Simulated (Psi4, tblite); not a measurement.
Two rigid molecules brought together: CH2O2 ··· H6Si2 (SMILES O=CO and [SiH3][SiH3]). Monomers: optimised at B3LYP-D3(BJ) (def2-TZVP), held rigid. Orientation: a random orientation, not optimised. Only R, the distance of the centres of mass, is varied, so the lowest point isn't the relaxed dimer.

Geometry at R = 4.79 Å (first 5 atoms: monomer A):
```
13

O      0.7742    -0.5652     0.1739
C     -0.4210     0.0120    -0.0361
O     -0.5940     1.1709    -0.2795
H      1.4543     0.1244     0.0923
H     -1.2135    -0.7422     0.0494
Si     4.2107     1.9019     3.5315
Si     1.9656     1.6280     2.9146
H      5.1036     1.4770     2.4260
H      4.4883     3.3249     3.8447
H      4.5184     1.0841     4.7301
H      1.6579     2.4457     1.7160
H      1.0727     2.0528     4.0202
H      1.6880     0.2050     2.6015
```

Levels: MP2/aug-cc-pVDZ = DF-MP2/aug-cc-pVDZ, frozen core, counterpoise-corrected (Psi4); PBE/def2-TZVP, counterpoise-corrected (Psi4); GFN2-xTB (tblite); HF/aug-cc-pVDZ, counterpoise-corrected (Psi4); BLYP-D3(BJ)/def2-TZVP, counterpoise-corrected (Psi4).

Interaction energies in kcal/mol (negative: bound); R is the distance of the centres of mass, d the H4···H13 distance.

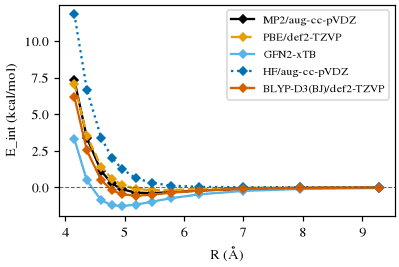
Fig. 1. Interaction energy against separation.

```
R / Å  d / Å  MP2/aug-cc-pVDZ  PBE/def2-TZVP  GFN2-xTB  HF/aug-cc-pVDZ  BLYP-D3(BJ)/def2-TZVP
-----  -----  ---------------  -------------  --------  --------------  ---------------------
4.16    2.09             7.32           7.09      3.30           11.83                   6.16
4.37    2.22             3.38           3.52      0.47            6.65                   2.52
4.61    2.39             1.10           1.41     -0.89            3.40                   0.49
4.79    2.52             0.27           0.59     -1.22            2.03                  -0.19
4.96    2.65            -0.14           0.17     -1.29            1.25                  -0.48
5.19    2.83            -0.36          -0.11     -1.19            0.64                  -0.58
5.46    3.06            -0.40          -0.20     -0.99            0.29                  -0.51
5.79    3.34            -0.34          -0.19     -0.74            0.11                  -0.37
6.25    3.74            -0.22          -0.11     -0.49            0.03                  -0.23
7.00    4.43            -0.11          -0.03     -0.25            0.00                  -0.11
7.96    5.33            -0.04          -0.01     -0.11            0.00                  -0.05
9.29    6.61            -0.02           0.00     -0.05            0.00                  -0.02
```

Lowest grid point: MP2/aug-cc-pVDZ -0.40 kcal/mol at R = 5.46 Å; PBE/def2-TZVP -0.20 kcal/mol at R = 5.46 Å; GFN2-xTB -1.29 kcal/mol at R = 4.96 Å; HF/aug-cc-pVDZ 0.00 kcal/mol at R = 9.29 Å; BLYP-D3(BJ)/def2-TZVP -0.58 kcal/mol at R = 5.19 Å.
